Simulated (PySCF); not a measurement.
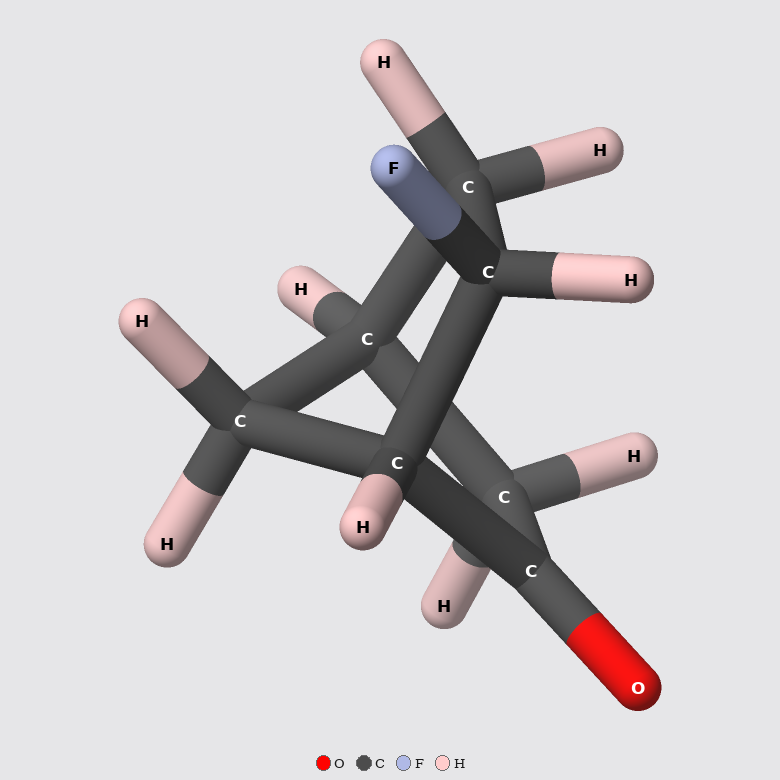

The picture shows a molecular structure as a stick model.

Computed geometry: GFN2-xTB optimisation. No frequency run is at hand to confirm it as a minimum.

What does the picture show?

Formula C7H9FO. SMILES: `O=C1C[C@@H]2C[C@@H](F)[C@H]1C2`. Independent rings (smallest set): 2 of 5 members. Among its groups: ketone, C–F bond. The point group is C1. Coordination, clear cases only: 1 C trigonal planar; 5 C tetrahedral.

More results for the same structure follow; atom numbers are the same in all pictures, views and colours differ.

### Geometry

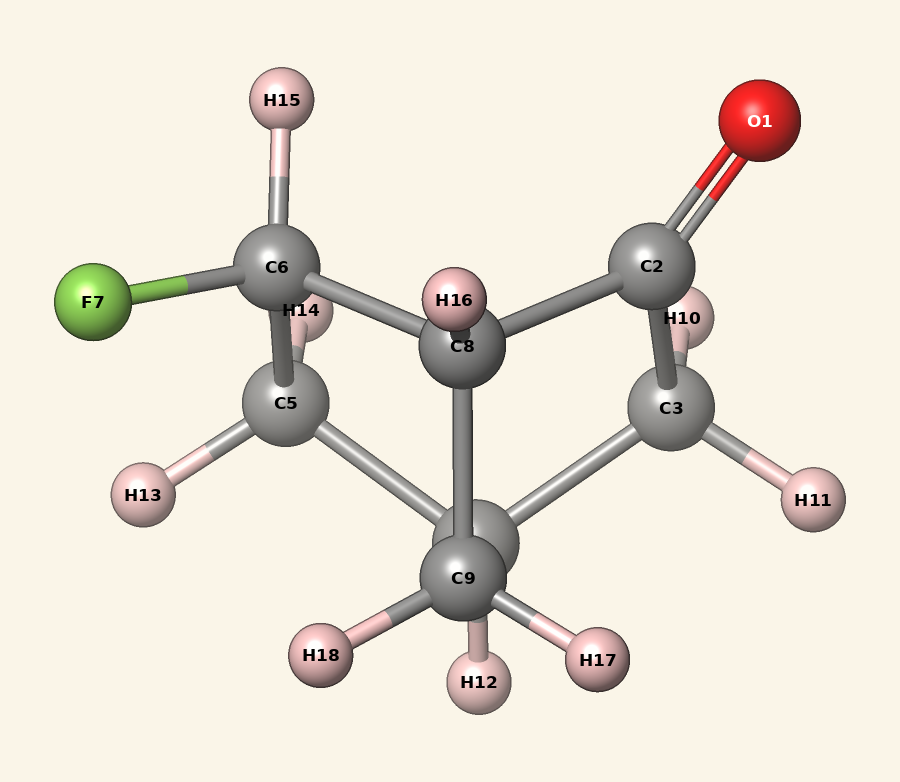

C4 lies behind C9. The molecule seen nearly along the C9–C4 bond, C9 in front. Atoms fade into the background with distance from the viewer. No frequency run is at hand to confirm it as a minimum.

**What is the torsion angle C8–C9–C4–C3? The sign is positive where the front bond must turn clockwise to cover the back bond.**

56°, synclinal (gauche). The bonds about C9–C4 are staggered.

### Electronic properties

No frequency run is at hand to confirm it as a minimum. Level of theory: PBE0/def2-SVPD, gas phase (PySCF 2.14.0). Excitations: vertical, linear response.

**Estimate the brightest of the 6 lowest singlets.**

7.33 eV.

**Give the HOMO energy (Kohn–Sham orbital) at this level.**

−7.30 eV.

**Give the lowest vertical singlet excitation at this level.**

4.23 eV.

**Estimate the dipole moment.**

3.13 D.

### NMR shielding

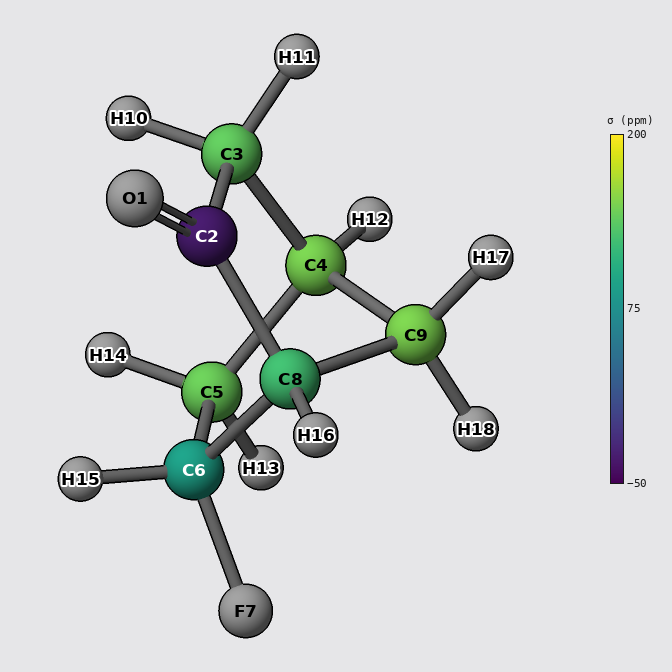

Atoms are coloured by their isotropic NMR shieldings (C only, the others grey). No frequency run is at hand to confirm it as a minimum. Properties computed with GIAO PBE0/pcSseg-1 NMR shielding, non-relativistic, gas phase (PySCF 2.14.0).

**Which C atom is the most shielded (lowest chemical shift)?**

C9 (150.6 ppm).

**Which C atom is the least shielded (highest chemical shift)?**

C2 (−31.0 ppm).

**How wide is the range of C shifts?**

181.6 ppm.

List the isotropic NMR shieldings of the C atoms.

```json
{"atom": "C2", "σ (ppm)": "−31.0"}
{"atom": "C3", "σ (ppm)": "139.7"}
{"atom": "C4", "σ (ppm)": "149.4"}
{"atom": "C5", "σ (ppm)": "144.0"}
{"atom": "C6", "σ (ppm)": "92.1"}
{"atom": "C8", "σ (ppm)": "124.6"}
{"atom": "C9", "σ (ppm)": "150.6"}
```

### Charges

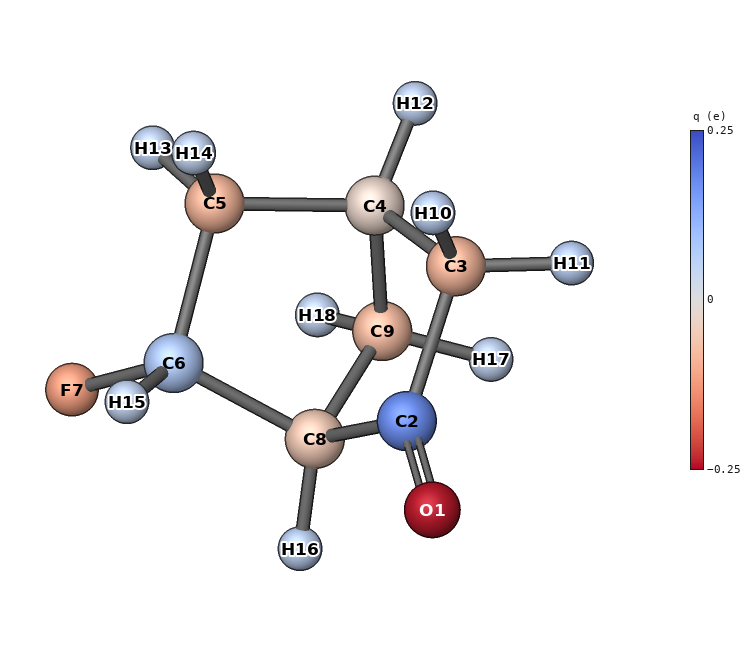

Atoms are coloured by their Hirshfeld charges. No frequency run is at hand to confirm it as a minimum. Method: PBE0/pcSseg-1, gas phase (PySCF 2.14.0).

List the Hirshfeld charges.

```tsv
atom	value (e)
O1	−0.24
C2	0.17
C3	−0.08
C4	−0.02
C5	−0.08
C6	0.07
F7	−0.11
C8	−0.05
C9	−0.07
H10	0.05
H11	0.06
H12	0.05
H13	0.05
H14	0.04
H15	0.04
H16	0.05
H17	0.04
H18	0.04
```

### Ring current

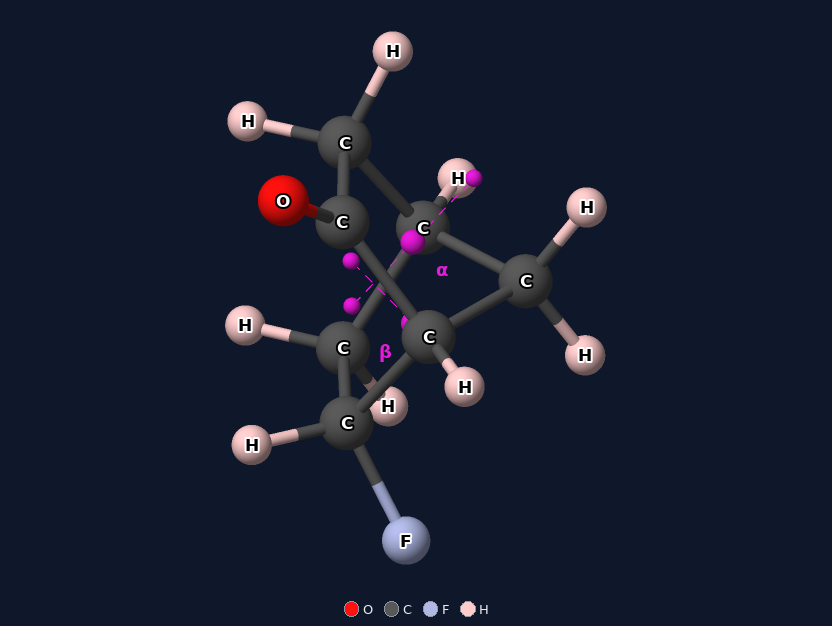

The small points mark where nucleus-independent chemical shifts (NICS) were computed: at the centre of each lettered ring and 1 Å above and below it. No frequency run is at hand to confirm it as a minimum. Properties computed with GIAO PBE0/pcSseg-1 NMR shielding, non-relativistic, gas phase (PySCF 2.14.0).

Give NICS(0), NICS(1) and the out-of-plane component NICS(1)zz for each ring (means of the two sides).

```json
{"ring": "α", "members": "C5", "NICS(0)": "−3.1", "NICS(1)": "−6.2", "NICS(1)zz": "−7.7"}
{"ring": "β", "members": "C5", "NICS(0)": "−5.6", "NICS(1)": "−4.0", "NICS(1)zz": "−3.9"}
```

Values in ppm.

**What do the values say about the ring currents?**

Ring β: weak, as in a non-aromatic ring. NICS is one index among several.
